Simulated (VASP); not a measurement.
Band structure of AlAs (relaxed from the zinc blende structure, space group F-43m). All values below come from PBEsol GGA, VASP's PBE PAW potentials (set 64) (plane waves; VASP).

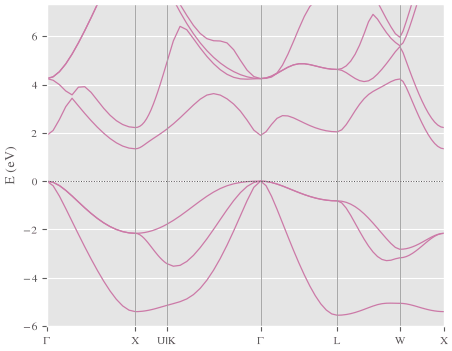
*Bands along high-symmetry lines, zero at the valence-band maximum or, without a gap, the Fermi level*

**Question.** Read the plot: is there a gap, and where are the band edges?

**Answer.** The gap is indirect, 1.34 eV, from the valence maximum at Γ to the conduction minimum at X. (Edges off the drawn lines would not show.)

The structure was generated: AlAs was put into the zinc blende type (F-43m), which need not be its known phase. It was relaxed first, which changed the volume by +8 %.
